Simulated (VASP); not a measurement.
**NaH$_{13}$O$_{7}$: molecular dynamics (part 5 of 5)**

Continued. System: NaH$_{13}$O$_{7}$ (disordered cell, 21 atoms in the cell). Method: Kohn-Sham DFT of a periodic cell, PBE with D3(BJ), VASP PAW PBE potentials, recommended, no spin polarisation (VASP 6.6.1); cutoff 520 eV, 1×1×1 k-mesh, fermi-dirac of 0.05 eV. It belongs to a series of runs on one base structure; here: dynamics from the start.

Geometry of the input (Å; fractional positions):
```
6.6282  0.0000  0.0000
0.0000  6.6282  0.0000
0.0000  0.0000  6.6282
O  0.3429  0.8900  0.3912
O  1.0998  0.2271  0.1436
O  0.5983  0.1498  0.7910
O  0.4805  0.4905  0.3881
O  0.7772  0.9485  0.1707
O  0.8952  0.8235  0.8015
O  0.7692  0.4713  0.6504
H  0.2262  0.8841  0.4816
H  0.3905  0.7462  0.3890
H  1.0372  0.3205  0.0496
H  0.9950  0.1231  0.1651
H  0.6707  0.2803  0.7387
H  0.5216  0.1032  0.6737
H  0.5996  0.4880  0.4922
H  0.3695  0.4302  0.4643
H  0.8215  0.8796  0.0415
H  0.7861  0.8444  0.2740
H  0.8416  0.6906  0.7448
H  0.7993  0.9285  0.7581
H  0.8836  0.4218  0.5730
Na 0.4522  0.1256  0.1352
```

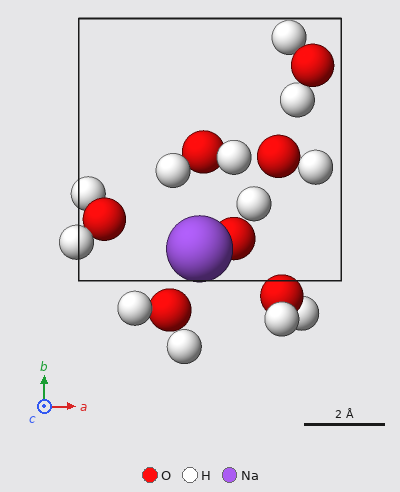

**Figure 1.** The geometry at step 22 of the log (spheres-only view of the cell of the calculation, along the c axis).

### CONTCAR, continued
```
           1
  0.500000000000000
  0.10000000E+01  0.00000000E+00  0.00000000E+00  0.00000000E+00
  0.35066813E+00  0.88652682E+00  0.40390083E+00
  0.96665614E-01  0.24423044E+00  0.13048891E+00
  0.58693601E+00  0.17000169E+00  0.77822708E+00
  0.47124146E+00  0.49132940E+00  0.37394273E+00
  0.77546685E+00  0.94139896E+00  0.15998709E+00
  0.88893814E+00  0.82179060E+00  0.81627255E+00
  0.75262551E+00  0.48171855E+00  0.63746504E+00
  0.21829606E+00  0.89758121E+00  0.45572467E+00
  0.39302272E+00  0.74562411E+00  0.41309920E+00
  0.38477108E-01  0.35309508E+00  0.57658316E-01
  0.98543829E+00  0.15858897E+00  0.16944916E+00
  0.65951163E+00  0.29511330E+00  0.71269975E+00
  0.51862580E+00  0.10264756E+00  0.66630325E+00
  0.60318035E+00  0.46001463E+00  0.47971097E+00
  0.35957791E+00  0.40501546E+00  0.41310546E+00
  0.82729385E+00  0.85964618E+00  0.30696748E-01
  0.76591134E+00  0.83539950E+00  0.25811179E+00
  0.82266113E+00  0.69753914E+00  0.75089196E+00
  0.79905938E+00  0.92820328E+00  0.76698234E+00
  0.89108766E+00  0.43979468E+00  0.60653125E+00
  0.47022463E+00  0.12054728E+00  0.13430093E+00
  0.00000000E+00  0.00000000E+00  0.00000000E+00
  0.00000000E+00  0.00000000E+00  0.00000000E+00
  0.00000000E+00  0.00000000E+00  0.00000000E+00
  0.00000000E+00  0.00000000E+00  0.00000000E+00
  0.00000000E+00  0.00000000E+00  0.00000000E+00
  0.00000000E+00  0.00000000E+00  0.00000000E+00
  0.00000000E+00  0.00000000E+00  0.00000000E+00
  0.00000000E+00  0.00000000E+00  0.00000000E+00
  0.00000000E+00  0.00000000E+00  0.00000000E+00
  0.00000000E+00  0.00000000E+00  0.00000000E+00
  0.00000000E+00  0.00000000E+00  0.00000000E+00
  0.00000000E+00  0.00000000E+00  0.00000000E+00
  0.00000000E+00  0.00000000E+00  0.00000000E+00
  0.00000000E+00  0.00000000E+00  0.00000000E+00
  0.00000000E+00  0.00000000E+00  0.00000000E+00
  0.00000000E+00  0.00000000E+00  0.00000000E+00
  0.00000000E+00  0.00000000E+00  0.00000000E+00
  0.00000000E+00  0.00000000E+00  0.00000000E+00
  0.00000000E+00  0.00000000E+00  0.00000000E+00
  0.00000000E+00  0.00000000E+00  0.00000000E+00
  0.00000000E+00  0.00000000E+00  0.00000000E+00
  0.00000000E+00  0.00000000E+00  0.00000000E+00
  0.00000000E+00  0.00000000E+00  0.00000000E+00
  0.00000000E+00  0.00000000E+00  0.00000000E+00
  0.00000000E+00  0.00000000E+00  0.00000000E+00
  0.00000000E+00  0.00000000E+00  0.00000000E+00
  0.00000000E+00  0.00000000E+00  0.00000000E+00
  0.00000000E+00  0.00000000E+00  0.00000000E+00
  0.00000000E+00  0.00000000E+00  0.00000000E+00
  0.00000000E+00  0.00000000E+00  0.00000000E+00
  0.00000000E+00  0.00000000E+00  0.00000000E+00
  0.00000000E+00  0.00000000E+00  0.00000000E+00
  0.00000000E+00  0.00000000E+00  0.00000000E+00
  0.00000000E+00  0.00000000E+00  0.00000000E+00
  0.00000000E+00  0.00000000E+00  0.00000000E+00
  0.00000000E+00  0.00000000E+00  0.00000000E+00
  0.00000000E+00  0.00000000E+00  0.00000000E+00
  0.00000000E+00  0.00000000E+00  0.00000000E+00
  0.00000000E+00  0.00000000E+00  0.00000000E+00
  0.00000000E+00  0.00000000E+00  0.00000000E+00
  0.00000000E+00  0.00000000E+00  0.00000000E+00
  0.00000000E+00  0.00000000E+00  0.00000000E+00
```

### Trajectory as extended XYZ (Å, eV, eV/Å), 10 of the 40 frames kept, from step=0 to step=39
```
21
Lattice="6.6282 0.0000 0.0000 0.0000 6.6282 0.0000 0.0000 0.0000 6.6282" Properties=species:S:1:pos:R:3:forces:R:3 step=0 energy=-102.23683 temperature=312.7
O     2.2727    5.8992    2.5929   -0.2269  -0.3406   0.3660
O     0.6613    1.5055    0.9519    0.1279  -0.0039   0.0592
O     3.9654    0.9928    5.2429   -0.1707  -0.0367  -0.2556
O     3.1848    3.2515    2.5721   -0.1689  -0.0773   0.1949
O     5.1514    6.2866    1.1314    0.1350  -0.1518  -0.0498
O     5.9334    5.4581    5.3125   -0.1203  -0.0370   0.0358
O     5.0983    3.1239    4.3112   -0.1153  -0.0028  -0.1035
H     1.4990    5.8601    3.1920    0.1642   0.1590  -0.1869
H     2.5881    4.9460    2.5781    0.1218   0.1794  -0.1137
H     0.2465    2.1244    0.3290    0.0133   0.1008  -0.0675
H     6.5948    0.8159    1.0944   -0.0800  -0.0663   0.0137
H     4.4455    1.8579    4.8960    0.0607   0.0909   0.0363
H     3.4573    0.6841    4.4652    0.0123  -0.0291   0.1979
H     3.9745    3.2348    3.2624    0.1590  -0.0122   0.0479
H     2.4493    2.8516    3.0778    0.0766   0.0773  -0.2087
H     5.4451    5.8299    0.2753   -0.0218   0.0713  -0.0392
H     5.2106    5.5968    1.8159   -0.0514   0.0616   0.0163
H     5.5782    4.5776    4.9369    0.0299  -0.0406   0.0471
H     5.2981    6.1546    5.0250    0.0202   0.0162   0.0549
H     5.8565    2.7957    3.7977    0.0165  -0.0183   0.0011
Na    2.9972    0.8322    0.8961    0.0143   0.0547  -0.0396
21
Lattice="6.6282 0.0000 0.0000 0.0000 6.6282 0.0000 0.0000 0.0000 6.6282" Properties=species:S:1:pos:R:3:forces:R:3 step=4 energy=-102.07301 temperature=246.6
O     2.2775    5.8939    2.6010    0.5589  -0.2559  -0.1446
O     0.6631    1.5135    0.9416    1.9145   1.0106   0.1547
O     3.9585    1.0077    5.2303   -0.2277  -0.3442   0.2874
O     3.1771    3.2547    2.5531    0.8934  -0.0043   0.6857
O     5.1467    6.2801    1.1174   -0.0980   0.1753   0.7130
O     5.9284    5.4558    5.3168    0.6157  -0.5391   0.3169
O     5.0942    3.1274    4.3003    0.9065  -0.3650  -0.8158
H     1.4852    5.8483    3.1409   -0.6135   0.1539   0.3783
H     2.6125    4.9470    2.6223    0.1196   0.1062  -0.2208
H     0.2288    2.1147    0.3440   -0.1566   1.0159  -0.7639
H     6.6059    0.8841    1.0696   -1.6513  -2.0044   0.6341
H     4.4242    1.8605    4.9072    0.2863   0.4013  -0.1349
H     3.4656    0.6991    4.4537   -0.2091  -0.1661  -0.1210
H     4.0016    3.2031    3.2868   -0.3088   0.1158  -0.5190
H     2.4469    2.8420    3.0391   -0.2702  -0.0879  -0.0008
H     5.4949    5.8349    0.3007    0.0585  -0.2986  -0.5605
H     5.1799    5.6130    1.8292   -0.0221   0.1150  -0.1612
H     5.5809    4.5770    4.9497   -0.0578  -0.1379  -0.0393
H     5.3113    6.1382    5.0263   -0.5691   0.6313  -0.1993
H     5.9144    2.7919    3.8275   -1.1793   0.4281   0.5762
Na    3.0061    0.8264    0.8964    0.0074   0.0465  -0.0509
21
Lattice="6.6282 0.0000 0.0000 0.0000 6.6282 0.0000 0.0000 0.0000 6.6282" Properties=species:S:1:pos:R:3:forces:R:3 step=9 energy=-102.05711 temperature=254.7
O     2.2885    5.8911    2.6106   -0.6505   0.1845   0.5209
O     0.6687    1.5255    0.9314   -1.2749   0.2527  -0.5846
O     3.9488    1.0226    5.2159   -0.1689  -0.3319   0.3641
O     3.1685    3.2561    2.5322    1.2927  -0.1292   1.0824
O     5.1416    6.2699    1.1009   -0.1300   0.7227   0.7262
O     5.9222    5.4513    5.3263    0.1272  -0.0364  -0.0443
O     5.0886    3.1313    4.2858    0.4977  -0.1405  -0.5262
H     1.4276    5.8485    3.0908    0.5710   0.1419  -0.2875
H     2.6333    4.9602    2.6755    0.1373  -0.3085  -0.2558
H     0.1943    2.1618    0.3294    0.7818  -0.3656   0.5212
H     6.5444    0.8769    1.0852    0.5644   0.0823   0.1193
H     4.4071    1.8908    4.9150    0.1973   0.1807  -0.2284
H     3.4692    0.6945    4.4379   -0.1760  -0.0578  -0.1092
H     4.0273    3.1757    3.2972   -0.5866   0.2169  -0.8060
H     2.4318    2.8268    2.9968   -0.1889  -0.0436  -0.0197
H     5.5587    5.8412    0.3137    0.0128  -0.5278  -0.7194
H     5.1565    5.6419    1.8385    0.0450  -0.1894  -0.0008
H     5.5718    4.5744    4.9504   -0.0570  -0.0090   0.0326
H     5.2971    6.1473    5.0258   -0.0564   0.0532   0.0975
H     5.9388    2.8062    3.8892   -0.9022   0.2316   0.2083
Na    3.0179    0.8199    0.8974   -0.0387   0.0734  -0.0892
21
Lattice="6.6282 0.0000 0.0000 0.0000 6.6282 0.0000 0.0000 0.0000 6.6282" Properties=species:S:1:pos:R:3:forces:R:3 step=13 energy=-101.88988 temperature=228.7
O     2.2937    5.8916    2.6194   -0.9120   0.5323   0.5409
O     0.6705    1.5366    0.9256   -2.6611  -0.4430  -0.4836
O     3.9376    1.0351    5.2066    0.1083  -0.0312   0.3580
O     3.1626    3.2565    2.5194    1.1806  -0.3149   1.2500
O     5.1374    6.2624    1.0926    0.4447   0.3388   0.0314
O     5.9191    5.4493    5.3361   -0.3809   0.2483  -0.3356
O     5.0822    3.1339    4.2740   -1.2120   0.5210   0.3278
H     1.3998    5.8739    3.0515    0.9190   0.0021  -0.3552
H     2.6467    4.9721    2.7146    0.0392  -0.5005  -0.2321
H     0.1844    2.1891    0.3275    0.9766  -0.7891   0.8415
H     6.4956    0.8672    1.1128    1.7072   1.1295  -0.2879
H     4.4159    1.9179    4.9126   -0.0801  -0.2105  -0.2196
H     3.4664    0.6951    4.4288   -0.1640   0.0211  -0.1401
H     4.0291    3.1568    3.2808   -0.7617   0.2605  -0.8644
H     2.4089    2.8134    2.9576    0.1235   0.1133  -0.1264
H     5.6140    5.8337    0.2921   -0.5999  -0.1789   0.1722
H     5.1377    5.6557    1.8536    0.1208  -0.1330  -0.2528
H     5.5579    4.5703    4.9526    0.0098   0.1640   0.1647
H     5.2789    6.1528    5.0294    0.3611  -0.3599   0.3359
H     5.9291    2.8357    3.9595    0.8481  -0.4492  -0.6007
Na    3.0283    0.8170    0.8963   -0.0703   0.0840  -0.1256
21
Lattice="6.6282 0.0000 0.0000 0.0000 6.6282 0.0000 0.0000 0.0000 6.6282" Properties=species:S:1:pos:R:3:forces:R:3 step=17 energy=-101.93101 temperature=233.8
O     2.2973    5.8924    2.6285    0.0447   0.6200   0.0657
O     0.6640    1.5487    0.9180   -1.4813  -1.0285   0.3841
O     3.9278    1.0492    5.1966    0.3266   0.1561   0.5802
O     3.1588    3.2571    2.5125    0.7845  -0.4389   1.0836
O     5.1354    6.2540    1.0854    0.7458   0.3452  -0.6174
O     5.9145    5.4486    5.3470   -0.1351  -0.2575  -0.2670
O     5.0703    3.1390    4.2625   -1.4240   0.6418   0.5419
H     1.4075    5.9054    3.0182    0.1012  -0.1457   0.0870
H     2.6600    4.9782    2.7436   -0.1310  -0.4167  -0.2232
H     0.2095    2.1929    0.3455    0.2467   0.1504  -0.0304
H     6.5042    0.9065    1.1304    1.2814   0.7552  -0.2996
H     4.4233    1.9351    4.8972   -0.2311  -0.3330  -0.2306
H     3.4596    0.6936    4.4299   -0.2378  -0.0227  -0.3398
H     4.0010    3.1427    3.2408   -0.7385   0.2649  -0.7329
H     2.3890    2.7994    2.9187    0.3775   0.2411  -0.1732
H     5.6477    5.8222    0.2750   -0.9659   0.0430   0.6254
H     5.1361    5.6650    1.8521    0.1433  -0.3528  -0.0302
H     5.5433    4.5661    4.9558    0.0528   0.3282   0.2531
H     5.2853    6.1510    5.0515    0.0495  -0.0353   0.1628
H     5.9377    2.8628    4.0108    1.2400  -0.5693  -0.6761
Na    3.0398    0.8139    0.8963   -0.0490   0.0583  -0.1633
21
Lattice="6.6282 0.0000 0.0000 0.0000 6.6282 0.0000 0.0000 0.0000 6.6282" Properties=species:S:1:pos:R:3:forces:R:3 step=22 energy=-101.89211 temperature=236.0
O     2.3043    5.8922    2.6425    1.1633   0.2660  -0.3112
O     0.6501    1.5576    0.9068    2.4072  -0.0058   0.7235
O     3.9189    1.0692    5.1870   -0.0989  -0.2202   0.0334
O     3.1561    3.2573    2.5114   -0.0762   0.0276  -0.3815
O     5.1330    6.2464    1.0754    0.5080   0.3644  -0.2533
O     5.9096    5.4449    5.3619    0.5737  -1.0366   0.0061
O     5.0511    3.1461    4.2498    1.3340  -0.1216   0.0582
H     1.4209    5.9374    2.9971   -0.7701  -0.2347   0.4849
H     2.6682    4.9686    2.7701   -0.4056   0.0725  -0.2583
H     0.2430    2.2009    0.3603   -0.6916   1.4323  -1.1682
H     6.5738    0.9764    1.1447   -1.5892  -1.5024   0.4672
H     4.4277    1.9478    4.8691   -0.2244  -0.2105  -0.2485
H     3.4453    0.6890    4.4151    0.1710   0.2524   0.2708
H     3.9247    3.1217    3.1709    0.3924   0.1260   0.2707
H     2.3861    2.7889    2.8655   -0.1662  -0.0708   0.1195
H     5.6346    5.8120    0.2721   -0.8018  -0.0236   0.5277
H     5.1327    5.6653    1.8499    0.1378  -0.3191  -0.1177
H     5.5257    4.5720    4.9620    0.0426   0.2471   0.2103
H     5.3139    6.1483    5.0811   -0.6564   0.7516  -0.2322
H     5.9868    2.8711    4.0312   -1.2390   0.1986   0.0304
Na    3.0558    0.8103    0.8942   -0.0069   0.0100  -0.2266
21
Lattice="6.6282 0.0000 0.0000 0.0000 6.6282 0.0000 0.0000 0.0000 6.6282" Properties=species:S:1:pos:R:3:forces:R:3 step=26 energy=-101.83650 temperature=236.0
O     2.3119    5.8900    2.6532    0.1621   0.3355   0.0544
O     0.6468    1.5686    0.8989    1.9200   1.4799  -0.4423
O     3.9133    1.0842    5.1777   -0.2055  -0.3504  -0.2311
O     3.1542    3.2587    2.5097   -1.3541   0.4523  -1.7882
O     5.1338    6.2413    1.0689   -0.0831   0.4974   1.1548
O     5.9044    5.4421    5.3750    0.2583  -0.2548  -0.1654
O     5.0377    3.1533    4.2432    1.9240  -0.3449  -0.0350
H     1.4026    5.9488    3.0006    0.3211  -0.3656   0.0845
H     2.6693    4.9615    2.7773   -0.5036   0.1608  -0.2177
H     0.2445    2.2586    0.3401   -0.0063  -0.2074   0.1278
H     6.5864    0.9819    1.1612   -1.7660  -1.3495   0.3277
H     4.4250    1.9588    4.8314   -0.1702  -0.1057  -0.1248
H     3.4446    0.6891    4.4039    0.2386   0.2793   0.4713
H     3.8864    3.1026    3.1211    1.7724  -0.1438   1.5080
H     2.3891    2.7644    2.8190   -0.4090  -0.2005   0.2207
H     5.5926    5.8032    0.2945   -0.1541  -0.4237  -0.3869
H     5.1209    5.6419    1.8415    0.0952   0.0036  -0.4397
H     5.5137    4.5905    4.9729   -0.0645  -0.0496   0.0484
H     5.3122    6.1667    5.0904   -0.2254   0.2484  -0.0284
H     5.9931    2.8804    4.0426   -1.7201   0.3461   0.1452
Na    3.0684    0.8084    0.8916   -0.0371  -0.0005  -0.2758
21
Lattice="6.6282 0.0000 0.0000 0.0000 6.6282 0.0000 0.0000 0.0000 6.6282" Properties=species:S:1:pos:R:3:forces:R:3 step=30 energy=-101.84248 temperature=232.3
O     2.3188    5.8858    2.6627   -0.6810   0.3841   0.3608
O     0.6478    1.5838    0.8886   -0.6240   0.0072   0.1089
O     3.9061    1.0974    5.1684    0.0620  -0.2172  -0.0875
O     3.1470    3.2605    2.5045   -0.9091  -0.0010  -1.0172
O     5.1358    6.2390    1.0641   -0.4310   0.6337   2.2020
O     5.9012    5.4403    5.3890   -0.5428   1.1479  -0.5793
O     5.0255    3.1636    4.2386    0.6719  -0.1491   0.0589
H     1.3872    5.9556    3.0123    1.2541  -0.4783  -0.2518
H     2.6674    4.9487    2.7776   -0.5818   0.2152  -0.1827
H     0.2507    2.3062    0.3277    0.1854  -1.0340   0.7205
H     6.5399    0.9501    1.1908    0.5651   0.8815  -0.8281
H     4.4217    1.9608    4.7888   -0.1647  -0.0194   0.1267
H     3.4456    0.6997    4.4030   -0.0375   0.0214   0.1688
H     3.9049    3.0752    3.1191    0.9423   0.1063   0.9079
H     2.3824    2.7282    2.7831   -0.0025   0.0924   0.0767
H     5.5554    5.7793    0.3134    0.3459  -0.6883  -1.3106
H     5.1094    5.6129    1.8217    0.0149   0.2461  -0.4567
H     5.5037    4.6179    4.9765   -0.1673  -0.5009  -0.0945
H     5.2843    6.1847    5.0795    0.6836  -0.6888   0.5025
H     5.9526    2.9009    4.0505   -0.4820   0.0164  -0.1243
Na    3.0817    0.8046    0.8908   -0.1075   0.0278  -0.2941
21
Lattice="6.6282 0.0000 0.0000 0.0000 6.6282 0.0000 0.0000 0.0000 6.6282" Properties=species:S:1:pos:R:3:forces:R:3 step=35 energy=-101.85537 temperature=227.6
O     2.3220    5.8797    2.6701    0.3766   0.4514  -0.0715
O     0.6443    1.6022    0.8755   -0.6542  -0.9218   0.7510
O     3.8989    1.1125    5.1624    0.0203  -0.3160  -0.4542
O     3.1349    3.2603    2.4933    0.4676  -0.7808   0.4176
O     5.1393    6.2395    1.0627    0.2003  -0.3302   0.9114
O     5.8972    5.4406    5.4012   -0.8451   0.6251  -0.7932
O     5.0099    3.1775    4.2296   -1.0907   0.2895   0.1286
H     1.4203    5.9603    3.0155    0.0308  -0.3358   0.1556
H     2.6445    4.9366    2.7692   -0.3923  -0.0152  -0.1674
H     0.2578    2.3263    0.3492   -0.1450  -0.2876   0.1548
H     6.5149    0.9735    1.1756    0.9300   0.9875  -0.8962
H     4.4065    1.9587    4.7437   -0.2330  -0.0567   0.4628
H     3.4417    0.6955    4.3993   -0.0005   0.0424   0.3450
H     3.9786    3.0439    3.1489   -0.7868   0.7086  -0.2770
H     2.3693    2.6964    2.7521    0.4869   0.4198  -0.0334
H     5.5232    5.7242    0.2721   -0.1524   0.3173  -0.3422
H     5.0963    5.5707    1.7793   -0.0683   0.3267  -0.1459
H     5.4735    4.6249    4.9749    0.1129  -0.2926   0.0886
H     5.2803    6.1757    5.0797    0.6781  -0.4518   0.5244
H     5.8991    2.9056    4.0475    1.2132  -0.4415  -0.5010
Na    3.0998    0.8022    0.8906   -0.1478   0.0605  -0.2624
21
Lattice="6.6282 0.0000 0.0000 0.0000 6.6282 0.0000 0.0000 0.0000 6.6282" Properties=species:S:1:pos:R:3:forces:R:3 step=39 energy=-101.81663 temperature=237.9
O     2.3235    5.8769    2.6759    1.1985   1.0257  -0.5271
O     0.6417    1.6156    0.8669    0.8314  -0.7516   0.7999
O     3.8922    1.1240    5.1588   -0.0348  -0.4085  -0.3375
O     3.1258    3.2577    2.4817    1.1997  -0.6748   0.6412
O     5.1404    6.2400    1.0609    0.4785  -0.3141  -0.7199
O     5.8932    5.4455    5.4090   -0.5232  -0.5450  -0.6415
O     4.9930    3.1895    4.2260    0.0771   0.0344  -0.1967
H     1.4451    5.9530    3.0169   -1.2046  -0.1127   0.5647
H     2.6121    4.9426    2.7474    0.0328  -0.7897  -0.1140
H     0.2555    2.3333    0.3784   -0.4494   0.8270  -0.5797
H     6.5273    1.0351    1.1347   -0.2177  -0.3079  -0.1922
H     4.3809    1.9568    4.7242   -0.1498  -0.0203   0.5342
H     3.4386    0.6820    4.4112   -0.0580   0.0003   0.2343
H     3.9983    3.0424    3.1756   -1.0412   0.8949  -0.5797
H     2.3790    2.6860    2.7401    0.0874   0.1625   0.0681
H     5.4929    5.6997    0.2161   -0.3381   0.9765   0.4245
H     5.0815    5.5457    1.7219   -0.1554  -0.3193   0.7171
H     5.4531    4.6247    4.9769    0.3419  -0.1147   0.2262
H     5.2927    6.1536    5.0832    0.0845   0.4463   0.1598
H     5.9033    2.9122    4.0284   -0.0133  -0.0814  -0.2606
Na    3.1138    0.7998    0.8902   -0.1418   0.0833  -0.2216
```

### Results in brief

- outcome: finished
- mean temperature over the second half: 237 K
- trajectory: 40 frames kept
- electrons treated: 62
- potential energy (free energy of the electrons) (last step): −101.8166 eV
- dispersion energy (last step): −0.6565 eV
- Fermi energy of the self-consistent step (last step): −2.542 eV
- pressure (without the kinetic term) (last step): −1.01 GPa
- final volume (last step): 291.20 Å³
- largest force (length of the vector) (last step): 1.663 eV/Å
- hardware: 1 thread of AMD EPYC (Zen 3), 128 GiB of memory available, shared host
- wall time: 11 min
- peak memory: 0.35 GiB

### Remarks

The k-point mesh is coarse for a cell of this size, so the results may not be converged.
